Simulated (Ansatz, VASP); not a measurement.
# BiAs: VASP beside Ansatz, part 2 of 2

One calculation is typed for both programs; each brings its own data sets and cutoff. How far apart do they land? The cell is invented: As first built, before any earlier steps moved the atoms: it takes the AlAs structure with some of its atoms replaced by other elements, volume scaled by an estimate. It may not be a known or stable phase. The cell comes out of the VASP series on this material, whose earlier steps may have relaxed, scaled or displaced it; both programs get it as it stands.

VASP 6.6.1 and Ansatz 0.2.0.

So far: The structure; Ansatz: band structure, PBE0.

### 3. VASP: band structure, PBE0

Level of this step: PBE0; plane waves and PAW (Bi_d, As); invented cell (VASP).

The same cell, functional, mesh and smearing now go to VASP, with its own data sets and cutoff.

Lines of VASP's logs that name or quote its potential files are left out, and so is its time.

The input, INCAR:

```
SYSTEM = BiAs
PREC = Accurate
ENCUT = 400
EDIFF = 1E-06
NELM = 100
ISMEAR = 0
SIGMA = 0.02
LREAL = .FALSE.
ALGO = Normal
LHFCALC = .TRUE.
AEXX = 0.25
GGA = PE
LASPH = .TRUE.
NBANDS = 26
PRECFOCK = Fast
HFRCUT = -1
LORBIT = 11
LWAVE = .FALSE.
LCHARG = .FALSE.
KPAR = 2
```

The input, POSCAR:

```
BiAs
1.0
    5.0716037739     -0.0000000910      0.0000000000
   -2.5358025406      4.3921383167      0.0000000000
    0.0000000000      0.0000000000      6.3422180812
Bi As
2 2
Direct
    0.3333333300      0.6666666700      0.9681709195
    0.6666666700      0.3333333300      0.4681709195
    0.3333333300      0.6666666700      0.4078290805
    0.6666666700      0.3333333300      0.9078290805
```

The input, KPOINTS:

```
Automatic mesh
0
Gamma
3 3 2
0 0 0
```

The input, KPOINTS_OPT:

```
Line mode
6
Line-mode
Reciprocal
  0.00000000   0.00000000   0.00000000 GAMMA
  0.50000000   0.00000000   0.00000000 M

  0.50000000   0.00000000   0.00000000 M
  0.33333333   0.33333333   0.00000000 K

  0.33333333   0.33333333   0.00000000 K
  0.00000000   0.00000000   0.00000000 GAMMA

  0.00000000   0.00000000   0.00000000 GAMMA
  0.00000000   0.00000000   0.50000000 A

  0.00000000   0.00000000   0.50000000 A
  0.50000000   0.00000000   0.50000000 L

  0.50000000   0.00000000   0.50000000 L
  0.33333333   0.33333333   0.50000000 H

  0.33333333   0.33333333   0.50000000 H
  0.00000000   0.00000000   0.50000000 A

  0.50000000   0.00000000   0.50000000 L
  0.50000000   0.00000000   0.00000000 M

  0.33333333   0.33333333   0.00000000 K
  0.33333333   0.33333333   0.50000000 H
```

Potentials, in the order of the species: Bi_d and As (PBE family, release 64).

Command:

```sh
$ mpirun -np 4 vasp_std
```

Numbers of over 12 decimals in the logs are rounded to 6 here.

The program printed:

```text
[banner, memory and clock lines left out]
running    4 mpi-ranks, on    1 nodes
 distrk:  each k-point on    2 cores,    2 groups
 distr:  one band on    1 cores,    2 groups

 POSCAR found type information on POSCAR BiAs
 POSCAR found :  2 types and       4 ions
 LDA part: xc-table for (Slater+PW92), standard interpolation
 found WAVECAR, reading the header
 POSCAR, INCAR and KPOINTS ok, starting setup
 FFT: planning ... GRIDC
 FFT: planning ... GRID_SOFT
 FFT: planning ... GRID
 HFRCUT set to (new)   8.467375
 reading WAVECAR
 the WAVECAR file was read successfully
 initial charge from wavefunction
 entering main loop
       N       E                     dE             d eps       ncg     rms          rms(c)
DAV:   1    -0.219070635338E+02   -0.21907E+02   -0.11531E+00   322   0.829E+00    0.225E+00
DAV:   2    -0.219294367046E+02   -0.22373E-01   -0.97901E-02   366   0.141E+00    0.158E+00
DAV:   3    -0.219293439114E+02    0.92793E-04   -0.68603E-03   454   0.399E-01    0.912E-01
DAV:   4    -0.219285616586E+02    0.78225E-03   -0.10815E-03   386   0.164E-01    0.528E-01
DAV:   5    -0.219284597266E+02    0.10193E-03   -0.69326E-04   386   0.946E-02    0.296E-01
DAV:   6    -0.219284471230E+02    0.12604E-04   -0.12150E-04   338   0.545E-02    0.168E-01
DAV:   7    -0.219284282876E+02    0.18835E-04   -0.28781E-05   318   0.347E-02    0.924E-02
DAV:   8    -0.219284259654E+02    0.23222E-05   -0.19476E-05   284   0.194E-02    0.480E-02
DAV:   9    -0.219284280722E+02   -0.21068E-05   -0.38231E-06   276   0.879E-03    0.256E-02
DAV:  10    -0.219284295434E+02   -0.14712E-05   -0.61606E-07   170   0.518E-03    0.140E-02
DAV:  11    -0.219284306411E+02   -0.10978E-05   -0.45757E-07   164   0.381E-03    0.747E-03
DAV:  12    -0.219284313886E+02   -0.74748E-06   -0.22578E-07   156   0.246E-03
   1 F= -.21928431E+02 E0= -.21928431E+02  d E =-.102475E-23
 Start KPOINTS_OPT (optional k-point list driver)
k-point batch [1-6\54]
       N       E                     dE             ncg
DAV:   1    -0.294484096362E+03   -0.28392E+04      320
DAV:   2    -0.268798637379E+04   -0.23935E+04      326
DAV:   3    -0.295138336353E+04   -0.26340E+03      370
DAV:   4    -0.296462918735E+04   -0.13246E+02      382
DAV:   5    -0.296503388320E+04   -0.40470E+00      430
DAV:   6    -0.296504521288E+04   -0.11330E-01      436
DAV:   7    -0.296504538117E+04   -0.16828E-03      424
DAV:   8    -0.296504538460E+04   -0.34365E-05      392
DAV:   9    -0.296504538472E+04   -0.11807E-06      280
[...]
k-point batch [49-54\54]
       N       E                     dE             ncg
DAV:   1    -0.326270973859E+03   -0.60421E+04      320
DAV:   2    -0.268431991853E+04   -0.23580E+04      354
DAV:   3    -0.293347564236E+04   -0.24916E+03      380
DAV:   4    -0.294565131861E+04   -0.12176E+02      338
DAV:   5    -0.294609089050E+04   -0.43957E+00      426
DAV:   6    -0.294610335076E+04   -0.12460E-01      448
DAV:   7    -0.294610353705E+04   -0.18628E-03      434
DAV:   8    -0.294610354033E+04   -0.32832E-05      352
DAV:   9    -0.294610354048E+04   -0.15359E-06      264
```

From OUTCAR (step 3):

```text
ion  position               nearest neighbor table
   1  0.333  0.667  0.968-   3 2.79   4 2.95   4 2.95   4 2.95
   2  0.667  0.333  0.468-   4 2.79   3 2.95   3 2.95   3 2.95
   3  0.333  0.667  0.408-   1 2.79   2 2.95   2 2.95   2 2.95
   4  0.667  0.333  0.908-   2 2.79   1 2.95   1 2.95   1 2.95

  LATTYP: Found a hexagonal cell.
 ALAT       =     5.0716037739
 C/A-ratio  =     1.2505350110

 Subroutine GETGRP returns: Found 12 space group operations
 (whereof  6 operations were pure point group operations)

The static configuration has the point symmetry C_3v.
 The point group associated with its full space group is C_6v.

 Found      6 irreducible k-points:

   k-points           NKPTS =      6   k-points in BZ     NKDIM =     18   number of bands    NBANDS=     26

   dimension x,y,z NGX =    36 NGY =   36 NGZ =   42
   dimension x,y,z NGXF=    72 NGYF=   72 NGZF=   84

   ENCUT  =  400.0 eV  29.40 Ry    5.42 a.u.   8.27  8.27 10.34*2*pi/ulx,y,z

   NELECT =      40.0000    total number of electrons

 k-points in reciprocal lattice and weights: Automatic mesh
   0.00000000  0.00000000  0.00000000       0.056
   0.33333333  0.00000000  0.00000000       0.333
   0.33333333  0.33333333  0.00000000       0.111
   0.00000000  0.00000000  0.50000000       0.056
   0.33333333  0.00000000  0.50000000       0.333
   0.33333333  0.33333333  0.50000000       0.111

  exchange ACFDT corr.  =         0.00000000  see jH, gK, PRB 81, 115126

 average (electrostatic) potential at core
       1-100.8614       2-100.8614       3 -46.5823       4 -46.5823

 E-fermi :   3.5357

 k-point     1 :       0.0000    0.0000    0.0000
  band No.  band energies     occupation
    ...
     16      -0.2169      2.00000
     17      -0.2169      2.00000
     18       1.5479      2.00000
     19       1.6345      2.00000
     20       1.6345      2.00000
     21       4.7619      0.00000
     22       4.7619      0.00000
     23       7.0090      0.00000
     24       7.0090      0.00000
     25       7.9494      0.00000
    ...

 k-point     2 :       0.3333    0.0000    0.0000
  band No.  band energies     occupation
    ...
     16      -0.9604      2.00000
     17       0.3248      2.00000
     18       0.9295      2.00000
     19       1.0367      2.00000
     20       2.7047      2.00000
     21       5.4471      0.00000
     22       6.4525      0.00000
     23       7.4705      0.00000
     24       8.3560      0.00000
     25       8.9252      0.00000
    ...

 k-point     3 :       0.3333    0.3333    0.0000
  band No.  band energies     occupation
    ...
     16      -0.7534      2.00000
     17      -0.7534      2.00000
     18       0.2094      2.00000
     19       3.3954      2.00000
     20       3.3954      2.00000
     21       6.0829      0.00000
     22       6.0829      0.00000
     23       6.8669      0.00000
     24       8.5150      0.00000
     25       9.2336      0.00000
    ...

  energy-cutoff  :      400.00
  volume of cell :      141.27
      direct lattice vectors                 reciprocal lattice vectors
     5.071603774 -0.000000091  0.000000000     0.197176289  0.113839797  0.000000000
    -2.535802541  4.392138317  0.000000000     0.000000004  0.227679535  0.000000000
     0.000000000  0.000000000  6.342218081     0.000000000  0.000000000  0.157673544

 POSITION                                       TOTAL-FORCE (eV/Angst)
 -----------------------------------------------------------------------------------
     -0.00000      2.92809      6.14035         0.000000      0.000000      0.312823
      2.53580      1.46405      2.96924        -0.000000      0.000000      0.312823
     -0.00000      2.92809      2.58654        -0.000000     -0.000000     -0.312823
      2.53580      1.46405      5.75765         0.000000      0.000000     -0.312823
 -----------------------------------------------------------------------------------
    total drift:                                0.000012     -0.000000     -0.000365

  FREE ENERGIE OF THE ION-ELECTRON SYSTEM (eV)
  ---------------------------------------------------
  free  energy   TOTEN  =       -21.9284313886 eV

  energy  without entropy=      -21.9284313886  energy(sigma->0) =      -21.92843139

 total charge
# of ion       s       p       d       tot
------------------------------------------
    1        1.624   1.212   9.926  12.762
    2        1.624   1.212   9.926  12.762
    3        1.303   1.417   0.020   2.740
    4        1.303   1.417   0.020   2.740
--------------------------------------------------
tot          5.854   5.257  19.893  31.004

[... 3 further parts left out ...]
```

### 4. Comparison

Known differences besides the PAW data sets themselves: exact exchange at q = 0 is treated differently, which shows on coarse meshes; VASP keeps PBE cores, Ansatz makes them for the functional; the data sets hold 60 valence electrons in Ansatz (default PAW (the set named soft_2) files) and 40 in VASP; the cutoff is 420 eV in Ansatz and 400 eV in VASP; VASP takes a coarser grid for exact exchange (PRECFOCK = Fast). Total energies have different zeros and are not compared.

Both answers:

```csv
quantity,Ansatz,VASP,difference
gap over the path points (eV),0.666,0.703,-0.037
```

Forces (eV/Å; atoms numbered as in POSCAR):

```csv
atom,"Ansatz x, y, z","VASP x, y, z"
Bi1,"0.000, 0.000, 0.323","0.000, 0.000, 0.313"
Bi2,"0.000, 0.000, 0.323","0.000, 0.000, 0.313"
As3,"0.000, 0.000, -0.324","0.000, 0.000, -0.313"
As4,"0.000, 0.000, -0.324","0.000, 0.000, -0.313"
```

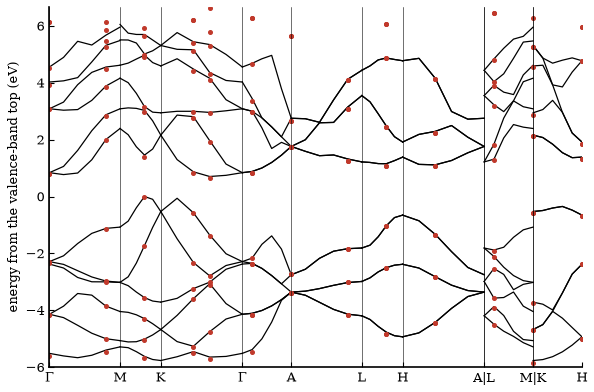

Bands from VASP (lines) and levels from Ansatz (dots). Dots without a line are higher empty bands that the VASP plot leaves out.

Levels at points of the path, from each program's valence-band top (eV; 4 filled, then empty):

```csv
k (reciprocal lattice),Ansatz,VASP
0.000 0.000 0.000,-4.18 -2.33 -2.29 -2.29 0.78 0.78 3.07,-4.14 -2.38 -2.29 -2.29 0.84 0.84 3.08
0.400 0.000 0.000,-3.85 -3.00 -2.99 -1.13 1.97 2.83 3.85,-3.85 -3.00 -2.97 -1.12 2.00 2.88 3.88
0.400 0.200 0.000,-4.30 -3.58 -1.76 0.00 1.40 2.97 3.15,-4.29 -3.56 -1.73 0.00 1.46 3.03 3.16
0.200 0.200 0.000,-3.59 -3.26 -2.35 -0.59 0.82 2.77 2.97,-3.59 -3.24 -2.32 -0.57 0.87 2.81 3.00
0.133 0.133 0.000,-3.10 -3.00 -2.81 -1.38 0.67 1.91 2.93,-3.07 -3.01 -2.79 -1.36 0.70 1.96 2.96
0.000 0.000 0.100,-4.15 -2.36 -2.36 -2.16 0.82 0.82 2.98,-4.11 -2.35 -2.35 -2.17 0.88 0.88 3.00
0.000 0.000 0.500,-3.40 -3.40 -2.72 -2.72 1.73 1.73 1.73,-3.36 -3.36 -2.75 -2.75 1.76 1.76 1.76
0.400 0.000 0.500,-3.02 -3.02 -1.84 -1.84 1.26 1.26 3.09,-3.02 -3.02 -1.83 -1.83 1.32 1.32 3.15
0.400 0.200 0.500,-2.50 -2.50 -1.04 -1.04 1.08 1.08 2.44,-2.50 -2.50 -1.03 -1.03 1.15 1.15 2.48
0.200 0.200 0.500,-2.82 -2.82 -1.36 -1.36 1.06 1.06 2.23,-2.82 -2.82 -1.33 -1.33 1.11 1.11 2.29
```

The forces differ by 6.2 meV/Å r.m.s., which is 3.4 % of the r.m.s. force of 0.18 eV/Å (both taken over all components). Among the levels compared (up to four filled and three empty ones at each point), filled levels agree within 43 meV and empty ones within 68 meV.

### 5. VASP: band structure, HSEsol

Levels along a path test the potential and the projectors away from the mesh points.

Changes to INCAR since step 3:

```diff
@@ -11,3 +11,4 @@
 AEXX = 0.25
-GGA = PE
+GGA = PS
+HFSCREEN = 0.2
 LASPH = .TRUE.
@@ -15,3 +16,2 @@
 PRECFOCK = Fast
-HFRCUT = -1
 LORBIT = 11
```

POSCAR is that of step 3.

KPOINTS is that of step 3.

KPOINTS_OPT is that of step 3.

Command:

```sh
$ mpirun -np 4 vasp_std
```

The program printed:

```text
[banner, memory and clock lines left out]
running    4 mpi-ranks, on    1 nodes
[...]
|                                                                             |
|               ----> ADVICE to this user running VASP <----                  |
|                                                                             |
|     You enforced a specific xc type in the INCAR file but a different       |
|     [... a line on the potential file left out ...]
|     I HOPE YOU KNOW WHAT YOU ARE DOING!                                     |
|                                                                             |

 LDA part: xc-table for (Slater+PW92), standard interpolation
 found WAVECAR, reading the header
 POSCAR, INCAR and KPOINTS ok, starting setup
[...]
reading WAVECAR
 the WAVECAR file was read successfully
 initial charge from wavefunction
 entering main loop
       N       E                     dE             d eps       ncg     rms          rms(c)
[...]
1 F= -.20710187E+02 E0= -.20710187E+02  d E =-.294173E-37
 Start KPOINTS_OPT (optional k-point list driver)
k-point batch [1-6\54]
       N       E                     dE             ncg
DAV:   1    -0.288673231091E+03   -0.28334E+04      320
DAV:   2    -0.261894155535E+04   -0.23303E+04      326
DAV:   3    -0.287670128314E+04   -0.25776E+03      370
DAV:   4    -0.289045846386E+04   -0.13757E+02      388
DAV:   5    -0.289088475797E+04   -0.42629E+00      426
DAV:   6    -0.289089608019E+04   -0.11322E-01      428
DAV:   7    -0.289089626558E+04   -0.18539E-03      426
DAV:   8    -0.289089626906E+04   -0.34844E-05      384
DAV:   9    -0.289089626920E+04   -0.13344E-06      280
[...]
k-point batch [49-54\54]
       N       E                     dE             ncg
DAV:   1    -0.318090082777E+03   -0.60339E+04      320
DAV:   2    -0.261911680576E+04   -0.23010E+04      354
DAV:   3    -0.286068069671E+04   -0.24156E+03      380
DAV:   4    -0.287315441966E+04   -0.12474E+02      338
DAV:   5    -0.287362394099E+04   -0.46952E+00      426
DAV:   6    -0.287363757663E+04   -0.13636E-01      442
DAV:   7    -0.287363785413E+04   -0.27750E-03      432
DAV:   8    -0.287363785879E+04   -0.46622E-05      344
DAV:   9    -0.287363785897E+04   -0.18100E-06      276
```

OUTCAR, selected parts (step 5):

```text
 POSITION                                       TOTAL-FORCE (eV/Angst)
 -----------------------------------------------------------------------------------
     -0.00000      2.92809      6.14035         0.000000      0.000000      0.322830
      2.53580      1.46405      2.96924        -0.000000     -0.000000      0.322830
     -0.00000      2.92809      2.58654         0.000000      0.000000     -0.322830
      2.53580      1.46405      5.75765        -0.000000      0.000000     -0.322830
 -----------------------------------------------------------------------------------
    total drift:                                0.000014     -0.000008     -0.000291

  FREE ENERGIE OF THE ION-ELECTRON SYSTEM (eV)
  ---------------------------------------------------
  free  energy   TOTEN  =       -20.7101868960 eV

  energy  without entropy=      -20.7101868960  energy(sigma->0) =      -20.71018690

[... 2 parts as in an earlier step ...]

[... 1 further part left out ...]
[key lines of the parts left out:]
E-fermi :   3.7187
```

### 6. Ansatz: band structure, HSEsol

The same cell, functional, mesh and smearing now go to Ansatz, which takes its cutoff from its data sets.

The cell comes out of the VASP series on this material, whose earlier steps may have relaxed, scaled or displaced it; both programs get it as it stands.

The input, input.yaml:

```yaml
crystal:
  lattice:
    - [5.0716037739, -9.1e-08, 0.0]
    - [-2.5358025406, 4.3921383167, 0.0]
    - [0.0, 0.0, 6.3422180812]
  atoms:
    - { symbol: Bi, position: [0.33333333, 0.66666667, 0.9681709195] }
    - { symbol: Bi, position: [0.66666667, 0.33333333, 0.4681709195] }
    - { symbol: As, position: [0.33333333, 0.66666667, 0.4078290805] }
    - { symbol: As, position: [0.66666667, 0.33333333, 0.9078290805] }
hamiltonian:
  xc:
    exchange: hjs_pbesol
    correlation: pbesol
    exx: { coeff: 0.25, omega: 0.2 }
  pseudopotentials: { kind: paw }
kpoints:
  mp_grid: { grid: [3, 3, 2] }
  band_path:
    path:
      - [0.0, 0.0, 0.0]
      - [0.4, 0.0, 0.0]
      - [0.4, 0.2, 0.0]
      - [0.2, 0.2, 0.0]
      - [0.06667, 0.06667, 0.0]
      - [0.0, 0.0, 0.1]
      - [0.0, 0.0, 0.5]
      - [0.4, 0.0, 0.5]
      - [0.4, 0.2, 0.5]
      - [0.2, 0.2, 0.5]
      - [0.5, 0.0, 0.4]
      - [0.33333, 0.33333, 0.0]
      - [0.33333, 0.33333, 0.5]
    npoints: 1
scf:
  occupations: { method: gaussian, width: 0.02 }
  n_extra_bands: 8
output:
  forces: true
  stress: true
  eigenvalues: true
  write_density: true
  write_potential: true
  elf: true
  volumetric_format: npy
```

Command:

```sh
$ ansatz run input.yaml --threads 4 --pin off --max-ram 9216MiB --backend cpu --events-out ev --progress --plain --runs-dir out
```

The program printed:

```text
[...]
Crystal: 4 atoms, lattice volume = 141.274 Å³
Basis set: ecut = 420 eV, 2763 PW (Γ), exchange–correlation on 72×72×90 points (8 copies of the dense FFT grid, shifted against one another)
Bands: 38, of which v1, the nominal top of the filled ones, is band 30 counted from 1 (29 counted from 0)
Symmetry: 12 space group operations
[...]
k-points: 6 of 18
[...]
P = ⅓ Tr σ = -2.7144 GPa (-27.144 kbar)
--- Band table (eV; the first three rows and the last of 6) ---
  k-point 0: bands = [... 26 lower, 3.3151, 5.1301, 5.1996, 5.1996, 7.5950, 7.5950, 9.8853, 9.8853, ... 4 higher]
  k-point 1: bands = [... 26 lower, 4.0940, 4.0940, 4.7839, 4.7839, 8.5475, 8.5475, 8.5475, 8.5475, ... 4 higher]
  k-point 2: bands = [... 26 lower, 3.8991, 4.4824, 4.5955, 6.2117, 8.3044, 9.2903, 10.3086, 11.1407, ... 4 higher]
  k-point 5: bands = [... 26 lower, 5.1186, 5.1186, 6.7385, 6.7385, 8.1578, 8.1578, 8.6825, 8.6825, ... 4 higher]
[key lines of the parts left out:]
Free energy (F): -34222.499161 eV
Fermi energy:    7.223154 eV
```

Wall time 53 s (4 threads of Intel Xeon 6975P-C (Granite Rapids), shared host); peak memory 1.2 GiB.

### 7. Comparison

The two programs side by side:

```csv
quantity,Ansatz,VASP,difference
gap over the path points (eV),0.255,0.268,-0.014
```

Forces (eV/Å; atoms numbered as in POSCAR):

```csv
atom,"Ansatz x, y, z","VASP x, y, z"
Bi1,"0.000, 0.000, 0.327","0.000, 0.000, 0.323"
Bi2,"0.000, 0.000, 0.327","0.000, 0.000, 0.323"
As3,"0.000, 0.000, -0.328","0.000, 0.000, -0.323"
As4,"0.000, 0.000, -0.328","0.000, 0.000, -0.323"
```

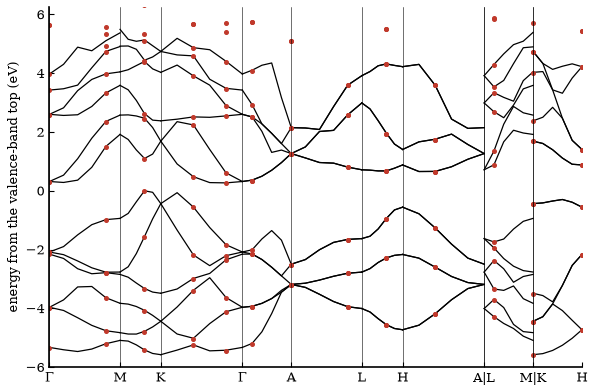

Bands from VASP (lines) and levels from Ansatz (dots). Dots without a line are higher empty bands that the VASP plot leaves out.

Levels at points of the path, from each program's valence-band top (eV; 4 filled, then empty):

```csv
k (reciprocal lattice),Ansatz,VASP
0.000 0.000 0.000,-3.98 -2.16 -2.09 -2.09 0.30 0.30 2.59,-3.96 -2.16 -2.08 -2.08 0.32 0.32 2.60
0.400 0.000 0.000,-3.65 -2.80 -2.78 -0.99 1.50 2.35 3.33,-3.64 -2.79 -2.77 -0.98 1.51 2.36 3.33
0.400 0.200 0.000,-4.08 -3.34 -1.57 0.00 1.08 2.46 2.62,-4.07 -3.33 -1.56 0.00 1.10 2.47 2.62
0.200 0.200 0.000,-3.40 -3.00 -2.19 -0.56 0.46 2.23 2.51,-3.38 -2.98 -2.18 -0.56 0.48 2.24 2.51
0.067 0.067 0.000,-3.65 -2.35 -2.22 -1.85 0.26 0.60 2.54,-3.63 -2.35 -2.21 -1.84 0.27 0.61 2.55
0.000 0.000 0.100,-3.94 -2.16 -2.16 -2.01 0.35 0.35 2.50,-3.93 -2.15 -2.15 -2.01 0.36 0.36 2.51
0.000 0.000 0.500,-3.20 -3.20 -2.51 -2.51 1.25 1.25 1.25,-3.19 -3.19 -2.50 -2.50 1.27 1.27 1.27
0.400 0.000 0.500,-2.81 -2.81 -1.66 -1.66 0.80 0.80 2.58,-2.81 -2.81 -1.65 -1.65 0.81 0.81 2.58
0.400 0.200 0.500,-2.29 -2.29 -0.95 -0.95 0.66 0.66 1.95,-2.29 -2.29 -0.94 -0.94 0.68 0.68 1.96
0.200 0.200 0.500,-2.61 -2.61 -1.27 -1.27 0.65 0.65 1.74,-2.60 -2.60 -1.26 -1.26 0.66 0.66 1.75
```

The forces differ by 2.7 meV/Å r.m.s., which is 1.4 % of the r.m.s. force of 0.19 eV/Å (both taken over all components). Among the levels compared (up to four filled and three empty ones at each point), filled levels agree within 16 meV and empty ones within 16 meV.

### 8. Summary of results

- difference in gap over the path points (band structure, PBE0): -0.037 eV
- r.m.s. force difference (band structure, PBE0): 6.2 meV/Å
- difference in gap over the path points (band structure, HSEsol): -0.014 eV

What this shows: The r.m.s. force difference is 6.2 meV/Å (band structure, PBE0), within the 12 meV/Å picked in this series as the mark of a large difference. How closely two codes agree says nothing of how well the functional describes the real material.

[Lines on the potential files, build, host, timing and source positions are cut from VASP's logs without a mark.]

[Logs are printed without paths, hosts, clocks, repeated set-up lines and the standing remarks that a program may print on its own settings, such as how far it seeks lower states.]

[Hosts, paths, dates, database ids (printed as entryN), source tags and the programs' standing remarks are cut or masked in the printed files.]
